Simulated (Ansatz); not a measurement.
# Is the response still linear at 0.4 V/Å? Nb(110), 5 layers

The dipole of a slab grows in proportion to a weak field along its normal. Does the weak-field slope carry to a strong field?

**Method.** Ansatz 0.2.0, plane waves with PAW datasets (its set soft_2), PBE; atoms held at bulk places, 18 Å of vacuum, dipole correction, cell area 7.70 Å², 18×18 k-points, smearing 0.1 eV. Without field the slab has no gap over 0.05 eV.

| run | field (V/Å) | dipole (e·Å) |
| --- | --- | --- |
| run 1 | −0.10 | −0.05823 |
| run 2 | −0.05 | −0.02911 |
| run 3 | 0.00 | 0.00000 |
| run 4 | 0.05 | 0.02911 |
| run 5 | 0.10 | 0.05823 |
| run 6 | 0.40 | ? |

**Question.** What value belongs in the row marked “?”, and how far can the other rows tell?

A least-squares line through the 5 rows shown has slope 0.582280 and intercept 0.000000; no row lies more than 0.00001 e·Å off it. A perfect conductor with that slope would be 180.95 × 0.58228 / 7.70 = 13.68 Å thick. At 0.40 it gives 0.582280 × 0.40 + 0.000000 = 0.23291 e·Å, beyond the rows fitted. Rounding and scatter of the rows alone allow about ±0.00002 e·Å there.

The run itself gives 0.23314 e·Å: a miss of +0.00023 e·Å. That is under 1 % of the induced dipole, so the response is still linear.

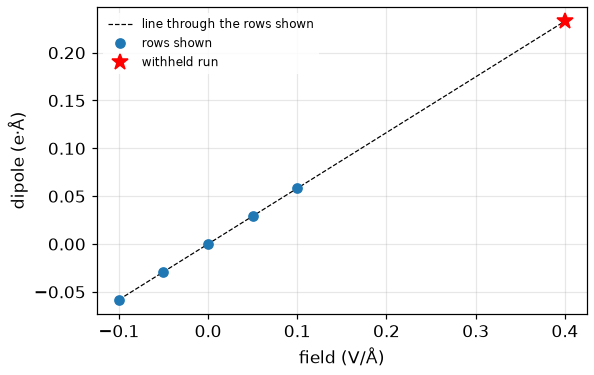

The fit and the withheld run.

Caveats: Ions are held, so this is the electronic response. Of the series that stay linear within 1 %, this collection keeps about one in seven, and it keeps all that bend. In the strongest field, at least, the program warns that the far vacuum lies low against the Fermi level, so charge may spill into it, by an amount that depends on the cell's height.
